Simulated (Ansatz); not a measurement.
# What ScAlSe3 (model cell, started as cubic perovskite with Al in the octahedra) distorts into, part 2 of 3

Which phase does ScAlSe3 (model cell, started as cubic perovskite with Al in the octahedra) fall into along its unstable mode, and how much energy does it gain?

Ansatz 0.2.0; DFT PBE, scalar-relativistic, plane waves, PAW; PAW set soft_1.

So far, highest frequency on the path or at a solved wavevector (cm⁻¹): step 2 (the dispersion) 337. Also lowest frequency on the path (cm⁻¹): step 2 -187.

The structure was built from a prototype and need not be the compound's stable phase.

## 5. Energy along the mode, all amplitudes (two of the runs are shown above)

An imaginary frequency means negative curvature, so the energy should fall and then rise again as anharmonic terms take over.

Numbers from this step:

* depth at the lowest point sampled: 155.3 meV/atom
* largest atomic shift at that point: 0.6 Å

Energy from the parent against largest atomic shift:

| largest atomic shift (Å) | energy from the parent (meV/atom) |
| --- | --- |
| 0.000 | 0 |
| 0.040 | -1.04 |
| 0.080 | -4.17 |
| 0.140 | -12.6 |
| 0.220 | -30.2 |
| 0.320 | -60.1 |
| 0.450 | -106 |
| 0.600 | -155 |

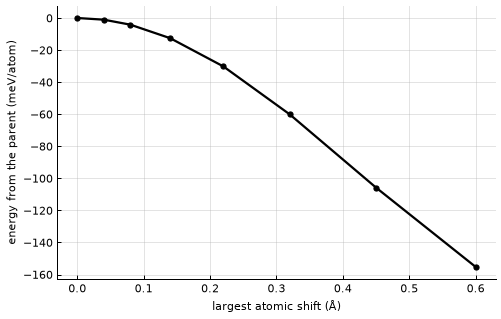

Energy from the parent, plotted against largest atomic shift.

Displacement at unit largest shift by atom:

| atom | x (Å) | y (Å) | z (Å) | size |
| --- | --- | --- | --- | --- |
| Sc1 | 0.000 | 0.707 | -0.707 | 1.000 |
| Sc2 | 0.000 | -0.707 | 0.707 | 1.000 |
| Al3 | 0.000 | 0.000 | 0.000 | 0.000 |
| Al4 | 0.000 | 0.000 | 0.000 | 0.000 |
| Se5 | -0.176 | 0.000 | 0.000 | 0.176 |
| Se6 | 0.176 | 0.000 | 0.000 | 0.176 |
| Se7 | 0.176 | 0.000 | 0.000 | 0.176 |
| Se8 | -0.176 | 0.000 | 0.000 | 0.176 |
| Se9 | 0.000 | 0.176 | -0.176 | 0.249 |
| Se10 | 0.000 | -0.176 | 0.176 | 0.249 |

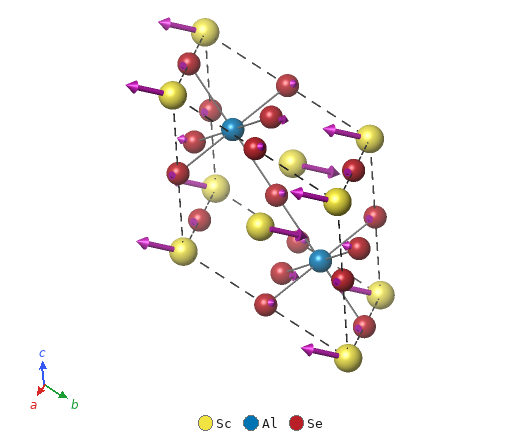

Displacement at unit largest shift as arrows, the longest 1.000 Å. Some periodic images of atoms are drawn too.

The lowest of the steps tried is the last one, at 0.6 Å, 155 meV/atom below the parent; the bottom of the well need not coincide with a step.

## 6. Relaxing from the distorted cell

Starting from the lowest point found, all atoms and the cell are let go, so that strain and other modes of the same symmetry can join in.

Input file input.yaml:

```yaml
crystal:
  lattice:
    - [4.8618479548, 4.8618479548, 0.0]
    - [4.8618479548, 0.0, 4.8618479548]
    - [4.8618479548, 0.0, -4.8618479548]
  atoms:
    - { symbol: Sc, position: [0.0872639524, -0.0872639524, 0.0] }
    - { symbol: Sc, position: [-0.0872639524, 0.5872639524, 0.5] }
    - { symbol: Al, position: [0.5, 0.25, 0.75] }
    - { symbol: Al, position: [0.5, 0.75, 0.25] }
    - { symbol: Se, position: [0.5, -0.0108310457, -0.0108310457] }
    - { symbol: Se, position: [0.5, 0.5108310457, 0.5108310457] }
    - { symbol: Se, position: [0.0, 0.5108310457, 0.0108310457] }
    - { symbol: Se, position: [0.0, -0.0108310457, 0.4891689543] }
    - { symbol: Se, position: [0.5216620915, -0.0216620915, 0.5] }
    - { symbol: Se, position: [0.4783379085, 0.5216620915, 0.0] }
kpoints:
  mp_grid: { grid: [8, 8, 8] }
hamiltonian:
  xc: pbe
  pseudopotentials: { kind: paw, azcp: { folder: soft_1 } }
scf:
  occupations: { method: methfessel_paxton, width: 0.2 }
output:
  forces: true
  stress: true
  eigenvalues: true
  write_density: true
  write_potential: true
  elf: true
  volumetric_format: npy
relax:
  adjacent_minimum: "off"
  f_tol: 0.002
  max_steps: 120
  cell: { stress_tol: 0.03 }
```

On the command line:

```console
> ansatz run input.yaml --threads 4 --pin off --max-ram 16384MiB --backend cpu --events-out ev --progress --plain --runs-dir out
```

Numbers of over 12 decimals in the logs are rounded to 6 here.

The program printed:

```text
[...]
Crystal: 10 atoms, lattice volume = 229.844 Å³
Basis set: ecut = 420 eV, 4573 PW (Γ), exchange–correlation on 96×96×96 points (8 copies of the dense FFT grid, shifted against one another)
Bands: 75, of which v1, the nominal top of the filled ones, is band 62 counted from 1 (61 counted from 0)
Symmetry: 8 space group operations
[...]
k-points: 95 of 512
[...]
SCF iter   1: F=—  HF=-38171.375030 eV  |F-HF|=—  |Δ(HF+E_count)|=         —  Δρ=1.07e-1  dr2=5.92e1  ethr=3.10e-3  ⟨swp⟩=6.9  Hψ=26779  notcnv=0
[...]
SCF iter  12: F=-38167.397907 eV  HF=-38167.397907 eV  |F-HF|=6.96e-9  |Δ(HF+E_count)|=   8.54e-8  S|Δr|=    0.00e0  Δρ=3.89e-6  dr2=4.38e-8  ethr=8.06e-11  ⟨swp⟩=12.3  Hψ=51959  notcnv=0
SCF 1 converged in 12 iterations: F = -38167.397907 eV  dr2 = 4.38e-8
[...]
relax step   1: F+E_penalty+E_count = -38167.39790651 eV  Δ(F+E_penalty+E_count) = +0.000e0 eV  max|allowed force component| = 8.284e-1 eV/Å  Δτ_max = 0.0000 Å  P = +2.626 GPa  Ω = 229.844 Å³  (12 SCF iters, dr2 threshold 1.00e-7 eV, accepted)
Crystal: 10 atoms, lattice volume = 238.783 Å³
Basis set: ecut = 420 eV, 4669 PW (Γ), exchange–correlation on 96×96×96 points (8 copies of the dense FFT grid, shifted against one another)
[...]
SCF iter   7: F=-38168.406996 eV  HF=-38168.406996 eV  |F-HF|=2.95e-7  |Δ(HF+E_count)|=   5.45e-6  S|Δr|=    0.00e0  Δρ=1.23e-5  dr2=2.33e-7  ethr=8.06e-10  ⟨swp⟩=12.1  Hψ=67193  notcnv=0
SCF 2 converged in 7 iterations: F = -38168.406996 eV  dr2 = 2.33e-7
relax step   2: F+E_penalty+E_count = -38168.40699649 eV  Δ(F+E_penalty+E_count) = -1.009e0 eV  max|allowed force component| = 8.909e-1 eV/Å  Δτ_max = 0.1949 Å  P = +1.717 GPa  Ω = 238.783 Å³  energy of the carried Pulay correction = -6.249e-4 eV  (7 SCF iters, dr2 threshold 1.00e-6 eV, accepted)
Crystal: 10 atoms, lattice volume = 245.284 Å³
Basis set: ecut = 420 eV, 4791 PW (Γ), exchange–correlation on 96×96×96 points (8 copies of the dense FFT grid, shifted against one another)
[...]
SCF iter  10: F=-38169.550788 eV  HF=-38169.550788 eV  |F-HF|=1.82e-7  |Δ(HF+E_count)|=   3.68e-9  S|Δr|=    0.00e0  Δρ=7.87e-6  dr2=2.18e-7  ethr=8.06e-10  ⟨swp⟩=12.2  Hψ=72553  notcnv=0
SCF 3 converged in 10 iterations: F = -38169.550788 eV  dr2 = 2.18e-7
relax step   3: F+E_penalty+E_count = -38169.55078771 eV  Δ(F+E_penalty+E_count) = -1.144e0 eV  max|allowed force component| = 7.812e-1 eV/Å  Δτ_max = 0.1950 Å  P = +1.866 GPa  Ω = 245.284 Å³  energy of the carried Pulay correction = -1.065e-3 eV  (10 SCF iters, dr2 threshold 1.00e-6 eV, accepted)
[... from here on, the SCF cycles and remarks between the steps are left out ...]
relax step   4: F+E_penalty+E_count = -38170.39398979 eV  Δ(F+E_penalty+E_count) = -8.432e-1 eV  max|allowed force component| = 3.534e-1 eV/Å  Δτ_max = 0.1950 Å  P = +1.409 GPa  Ω = 253.523 Å³  energy of the carried Pulay correction = -1.605e-3 eV  (8 SCF iters, dr2 threshold 1.00e-6 eV, accepted)
relax step   5: F+E_penalty+E_count = -38170.63406316 eV  Δ(F+E_penalty+E_count) = -2.401e-1 eV  max|allowed force component| = 2.777e-1 eV/Å  Δτ_max = 0.1913 Å  P = -0.042 GPa  Ω = 258.335 Å³  energy of the carried Pulay correction = -1.912e-3 eV  (8 SCF iters, dr2 threshold 1.00e-6 eV, accepted)
relax step   6: F+E_penalty+E_count = -38170.79131938 eV  Δ(F+E_penalty+E_count) = -1.573e-1 eV  max|allowed force component| = 2.111e-1 eV/Å  Δτ_max = 0.1928 Å  P = -0.057 GPa  Ω = 259.792 Å³  energy of the carried Pulay correction = -2.004e-3 eV  (8 SCF iters, dr2 threshold 1.00e-6 eV, accepted)
relax step   7: F+E_penalty+E_count = -38170.80662080 eV  Δ(F+E_penalty+E_count) = -1.530e-2 eV  max|allowed force component| = 2.592e-1 eV/Å  Δτ_max = 0.1934 Å  P = -0.229 GPa  Ω = 260.344 Å³  energy of the carried Pulay correction = -2.039e-3 eV  (9 SCF iters, dr2 threshold 1.00e-6 eV, accepted)
relax step   8: F+E_penalty+E_count = -38170.84083557 eV  Δ(F+E_penalty+E_count) = -3.421e-2 eV  max|allowed force component| = 4.253e-2 eV/Å  Δτ_max = 0.0585 Å  P = +0.201 GPa  Ω = 260.909 Å³  energy of the carried Pulay correction = -2.074e-3 eV  (8 SCF iters, dr2 threshold 1.00e-6 eV, accepted)
relax step   9: F+E_penalty+E_count = -38170.84726190 eV  Δ(F+E_penalty+E_count) = -6.426e-3 eV  max|allowed force component| = 1.155e-2 eV/Å  Δτ_max = 0.0199 Å  P = +0.047 GPa  Ω = 262.692 Å³  energy of the carried Pulay correction = -2.185e-3 eV  (6 SCF iters, dr2 threshold 2.59e-7 eV, accepted)
relax step  10: F+E_penalty+E_count = -38170.84934980 eV  Δ(F+E_penalty+E_count) = -2.088e-3 eV  max|allowed force component| = 9.151e-3 eV/Å  Δτ_max = 0.0144 Å  P = +0.019 GPa  Ω = 263.637 Å³  energy of the carried Pulay correction = -2.244e-3 eV  (7 SCF iters, dr2 threshold 9.76e-8 eV, accepted)
relax step  11: F+E_penalty+E_count = -38170.84932339 eV  Δ(F+E_penalty+E_count) = +2.641e-5 eV  max|allowed force component| = 6.103e-3 eV/Å  Δτ_max = 0.0027 Å  P = -0.023 GPa  Ω = 263.987 Å³  energy of the carried Pulay correction = -2.266e-3 eV  (7 SCF iters, dr2 threshold 5.23e-9 eV, rejected (line search))
relax step  12: F+E_penalty+E_count = -38170.84939432 eV  Δ(F+E_penalty+E_count) = -4.452e-5 eV  max|allowed force component| = 5.852e-4 eV/Å  Δτ_max = 0.0015 Å  P = -0.001 GPa  Ω = 263.784 Å³  energy of the carried Pulay correction = -2.253e-3 eV  (8 SCF iters, accepted)
[...]
SCF iter  10: F=-38170.852701 eV  HF=-38170.852701 eV  |F-HF|=1.53e-9  |Δ(HF+E_count)|=   1.03e-9  S|Δr|=    0.00e0  Δρ=1.53e-7  dr2=1.49e-11  ethr=1.00e-12  ⟨swp⟩=6.8  Hψ=32363  notcnv=0
SCF 13 converged in 10 iterations: F = -38170.852701 eV  dr2 = 1.49e-11
relax step  13: F+E_penalty+E_count = -38170.85270059 eV  Δ(F+E_penalty+E_count) = -3.306e-3 eV  max|allowed force component| = 8.334e-4 eV/Å  Δτ_max = 0.0000 Å  P = +0.011 GPa  Ω = 263.784 Å³  stress off target by 1.86e-2 GPa  SCF on the basis re-selected at this cell (its energy is not comparable with the rows above)  (10 SCF iters)
basis re-selected at this cell: Δ(F+E_penalty+E_count) = -3.306e-3 eV, ΔP = +0.012 GPa vs the last step (what re-selecting the basis moved, of the pressure what is left beyond the Pulay correction that the steps carried, after the strain that the cell walked since its last selection, with what the two solves' SCF thresholds leave and, on support functions, any second-order correction that the steps lacked; it is no m [...]
SCF converged after 10 iterations
[...]
Free energy (F): -38170.852701 eV
[...]
Internal energy: -38170.861959 eV  (E = F + TS)
E sigma→0 (E₀):  -38170.855015 eV
Entropy (-TS):   0.009258 eV (0.926 meV/atom)
Fermi energy:    6.018821 eV
Step filling:    the computed levels leave a gap of 0.0305 eV = 0.2 smearing widths at the electron count; against every level under it full and every level over it empty, smearing changes F+E_penalty+E_count by +2.583 meV and its σ→0 estimate by +0.268 meV
[...]
--- Forces (eV/Å), atoms counted from 1 ---
  atom   1  Sc     0.00000000     0.00075193    -0.00075193
  atom   2  Sc    -0.00000000    -0.00075193     0.00075193
  atom   3  Al    -0.00000000     0.00000000     0.00000000
  atom   4  Al     0.00000000    -0.00000000     0.00000000
  atom   5  Se    -0.00038124     0.00000000    -0.00000000
  atom   6  Se     0.00038124    -0.00000000     0.00000000
  atom   7  Se     0.00038124     0.00000000    -0.00000000
  atom   8  Se    -0.00038124    -0.00000000     0.00000000
  atom   9  Se    -0.00000000     0.00083339    -0.00083339
  atom  10  Se     0.00000000    -0.00083339     0.00083339
  max |Σ_I F_I| component: 1.73e-18 eV/Å
--- Stress (GPa, compression-positive) ---
        0.003335      -0.000000       0.000000
       -0.000000       0.014850      -0.003789
        0.000000      -0.003789       0.014850
  P = ⅓ Tr σ = 0.0110 GPa (0.110 kbar)
--- Band table (eV; the first three rows and the last of 95) ---
  k-point 0: bands = [... 58 lower, 5.2790, 5.4290, 5.7857, 5.8542, 5.9279, 7.0937, 7.2678, 7.8685, ... 9 higher]
  k-point 1: bands = [... 58 lower, 5.1365, 5.3519, 5.6921, 5.7715, 6.3175, 7.2404, 7.3617, 7.8606, ... 9 higher]
  k-point 2: bands = [... 58 lower, 5.0521, 5.1903, 5.5721, 5.7780, 6.6443, 7.4829, 7.6842, 7.8479, ... 9 higher]
  k-point 94: bands = [... 58 lower, 4.4668, 4.7538, 5.1575, 6.0805, 6.8356, 7.3506, 7.9759, 8.3037, ... 9 higher]
--- Relaxed structure (12 steps of the walk, 11 accepted, 1 SCFs on fresh bases) ---
  F+E_penalty+E_count = -38170.85270059 eV   max|allowed force component| = 8.334e-4 eV/Å   (the final SCF, on the basis selected at the relaxed cell)
  cell:  # Å, volume = 263.7836 Å³
    - [4.995063, 5.138886, -0.060977]
    - [4.995063, -0.060977, 5.138886]
    - [4.995063, 0.060977, -5.138886]
  atoms:
    - { symbol: Sc, position: [0.238102, -0.238102, 0.0] }
    - { symbol: Sc, position: [-0.238102, 0.738102, 0.5] }
    - { symbol: Al, position: [0.500000, 0.250000, 0.75] }
    - { symbol: Al, position: [0.5, 0.75, 0.250000] }
    - { symbol: Se, position: [0.500000, -0.052604, -0.052604] }
    - { symbol: Se, position: [0.500000, 0.552604, 0.552604] }
    - { symbol: Se, position: [-8.673617379884035e-19, 0.552604, 0.052604] }
    - { symbol: Se, position: [0.0, -0.052604, 0.447396] }
    - { symbol: Se, position: [0.408743, 0.091257, 0.5] }
    - { symbol: Se, position: [0.591257, 0.408743, -5.551115123125783e-17] }
```

The job ended after 6.2 min (4 threads of Arm Neoverse V2, shared host; peak memory 1.6 GiB; 25 min of CPU time).

The steps of the relaxation:

| step | energy less that of the first step (eV) | largest force component (eV/Å) | pressure (GPa) | volume (Å³) |
| --- | --- | --- | --- | --- |
| 1 | 0.0000 | 0.8284 | 2.63 | 229.84 |
| 2 | -1.0091 | 0.8909 | 1.72 | 238.78 |
| 3 | -2.1529 | 0.7812 | 1.87 | 245.28 |
| 4 | -2.9961 | 0.3534 | 1.41 | 253.52 |
| 5 | -3.2362 | 0.2777 | -0.04 | 258.33 |
| 6 | -3.3934 | 0.2111 | -0.06 | 259.79 |
| 7 | -3.4087 | 0.2592 | -0.23 | 260.34 |
| 8 | -3.4429 | 0.0425 | 0.20 | 260.91 |
| 9 | -3.4494 | 0.0115 | 0.05 | 262.69 |
| 10 | -3.4514 | 0.0092 | 0.02 | 263.64 |
| 11 | -3.4514 | 0.0061 | -0.02 | 263.99 |
| 12 | -3.4515 | 0.0006 | 0.00 | 263.78 |
| 13* | -3.4548 | 0.0008 | 0.01 | 263.78 |

Relaxation steps marked * repeat the geometry before them on a plane-wave basis chosen anew for their cell, so energy and pressure can jump there. Relaxation step 11 was tried and not accepted.

The run keeps the 8 symmetry operations that it works with, so distortions that break them were not tested.

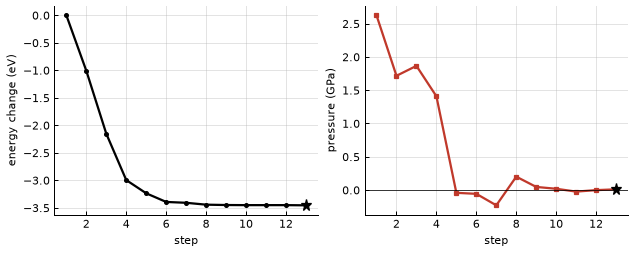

Energy and pressure along the relaxation. Stars mark steps on a basis chosen anew.

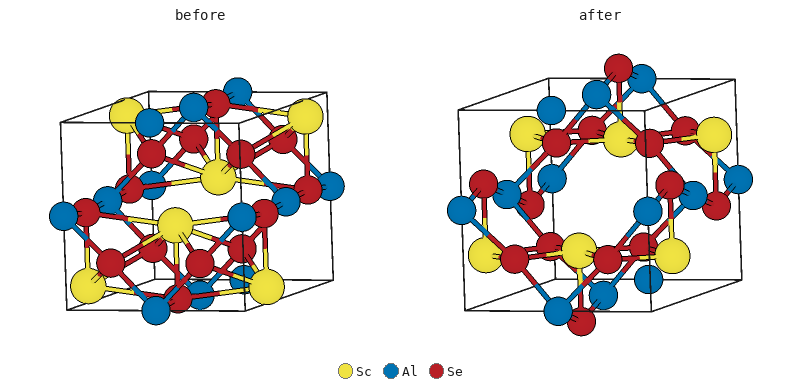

Before and after, at one scale. Bonds to atoms that aren't drawn are left out.

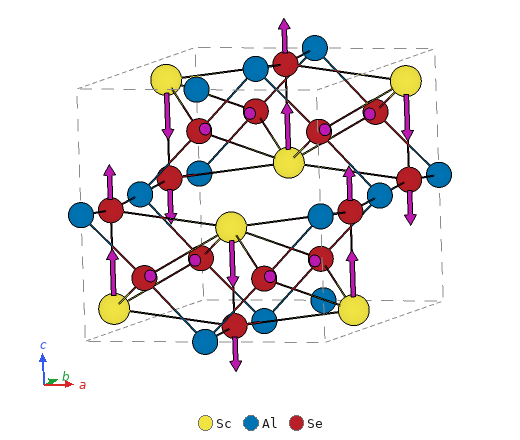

Displacements in the relaxation, exaggerated, measured against the changing cell; the longest in the cell stands for 1.11 Å. Bonds to atoms that aren't drawn are left out. Some periodic images of atoms are drawn too.

| conventional cell, symmetrised | before | after | change |
| --- | --- | --- | --- |
| a (Å) | 6.876 | 7.181 | +4.4 % |
| b (Å) | 9.724 | 9.990 | +2.7 % |
| c (Å) | 6.876 | 7.354 | +7.0 % |
| volume (Å³/atom) | 22.98 | 26.38 | +14.8 % |

The atoms that moved most (Å, as changes of fractional coordinates times the final cell):

| atom | dx | dy | dz | length |
| --- | --- | --- | --- | --- |
| Sc1 | 0.000 | 0.784 | -0.784 | 1.109 |
| Sc2 | 0.000 | -0.784 | 0.784 | 1.109 |
| Se9 | 0.000 | -0.587 | 0.587 | 0.830 |
| Se10 | 0.000 | 0.587 | -0.587 | 0.830 |
| Se7 | 0.417 | 0.000 | 0.000 | 0.417 |
| Se6 | 0.417 | 0.000 | 0.000 | 0.417 |
| Se8 | -0.417 | 0.000 | 0.000 | 0.417 |
| Se5 | -0.417 | 0.000 | 0.000 | 0.417 |

Numbers from this step:

* pressure: 0.01101 GPa
* volume per atom: 26.38 Å³

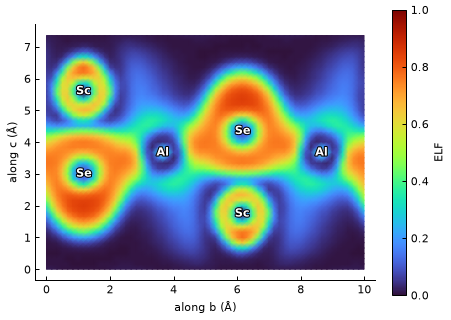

ELF in the bc plane of the conventional cell at fractional x = 0.000, with atoms of Sc and Al and Se within 0.2 Å of it. It is the smooth field of the valence electrons, not physical close to the nuclei. The map starts off the cell's origin, so that atoms lie inside it.

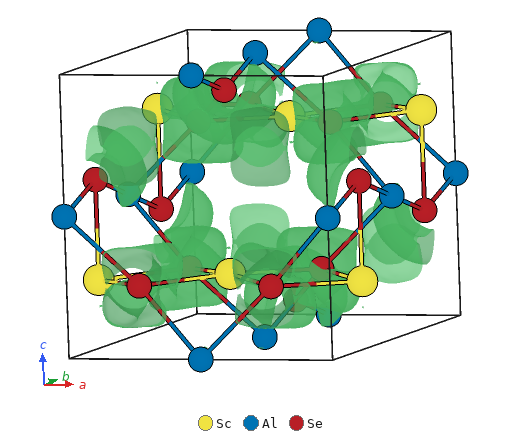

Surface of ELF = 0.78.

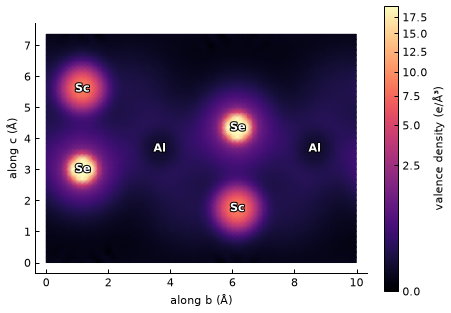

Valence density in the bc plane of the conventional cell at fractional x = 0.000, with atoms of Sc and Al and Se within 0.2 Å of it. It is the smooth field of the valence electrons, not physical close to the nuclei. The map starts off the cell's origin, so that atoms lie inside it. The colour scale is stretched toward low values.

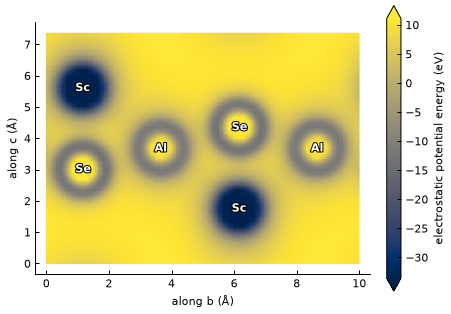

Electrostatic potential energy in the bc plane of the conventional cell at fractional x = 0.000, with atoms of Sc and Al and Se within 0.2 Å of it. With pseudopotentials it is smooth inside the atoms' cores, unlike the true potential. The map starts off the cell's origin, so that atoms lie inside it.

The distorted start has space group Imma; the relaxation ends in Imma.

## 7. The new phase in its own primitive cell

The relaxed structure is symmetrised, reduced to its primitive cell and relaxed tightly, as its phonons need.

Input file input.yaml:

```yaml
crystal:
  lattice:
    - [-3.5906242055, 4.9950631144, 3.6768583835]
    - [3.5906242055, -4.9950631144, 3.6768583835]
    - [3.5906242055, 4.9950631144, -3.6768583835]
  atoms:
    - { symbol: Sc, position: [0.5118977624, 0.7618977624, 0.75] }
    - { symbol: Sc, position: [0.4881022376, 0.2381022376, 0.25] }
    - { symbol: Al, position: [0.5, 0.5, 0.0] }
    - { symbol: Al, position: [0.0, 0.5, 0.5] }
    - { symbol: Se, position: [0.3026037475, 0.0, 0.8026037475] }
    - { symbol: Se, position: [0.6973962525, 0.0, 0.1973962525] }
    - { symbol: Se, position: [0.6973962525, 0.5, 0.6973962525] }
    - { symbol: Se, position: [0.3026037475, 0.5, 0.3026037475] }
    - { symbol: Se, position: [0.8412565412, 0.5912565412, 0.25] }
    - { symbol: Se, position: [0.1587434588, 0.4087434588, 0.75] }
kpoints:
  mp_grid: { grid: [8, 8, 8] }
hamiltonian:
  xc: pbe
  pseudopotentials: { kind: paw, azcp: { folder: soft_1 } }
scf:
  occupations: { method: methfessel_paxton, width: 0.2 }
output:
  forces: true
  stress: true
  eigenvalues: true
relax:
  adjacent_minimum: "off"
  f_tol: 0.001
  max_steps: 60
  cell: { stress_tol: 0.01 }
```

The program printed:

```text
[...]
Crystal: 10 atoms, lattice volume = 263.784 Å³
Basis set: ecut = 420 eV, 5121 PW (Γ), exchange–correlation on 96×96×96 points (8 copies of the dense FFT grid, shifted against one another)
Bands: 75, of which v1, the nominal top of the filled ones, is band 62 counted from 1 (61 counted from 0)
Symmetry: 8 space group operations
[...]
k-points: 95 of 512
[...]
- { symbol: Al, position: [0.5, 0.5, 0] }
    - { symbol: Al, position: [0, 0.5, 0.5] }
    - { symbol: Se, position: [0.302610, -2.7755575615628914e-17, 0.802610] }
    - { symbol: Se, position: [0.697390, 0.0, 0.197390] }
    - { symbol: Se, position: [0.697390, 0.5, 0.697390] }
    - { symbol: Se, position: [0.302610, 0.5, 0.302610] }
    - { symbol: Se, position: [0.841152, 0.591152, 0.250000] }
    - { symbol: Se, position: [0.158848, 0.408848, 0.75] }
[key lines of the parts left out:]
SCF converged after 8 iterations
Free energy (F): -38170.852709 eV
Fermi energy:    6.012716 eV
P = ⅓ Tr σ = 0.0004 GPa (0.004 kbar)
```

The job ended after 86 s (4 threads; peak memory 1.7 GiB).

Little changed from the start: no atom moved by 0.005 Å and no cell edge by 0.1 %.

Numbers from this step:

- pressure: 4.34e-4 GPa
- volume per atom: 26.39 Å³

The largest force component left is 0.44 meV/Å and the pressure is 0.000 GPa, within the tolerances set. The cell now holds 26.39 Å³/atom.

(Continued in part 3 of 3.)

[Logs are printed without paths, hosts, clocks, repeated set-up lines and the standing remarks that a program may print on its own settings, such as how far it seeks lower states.]

[Hosts, paths, dates, database ids (printed as entryN), source tags and the programs' standing remarks are cut or masked in the printed files.]
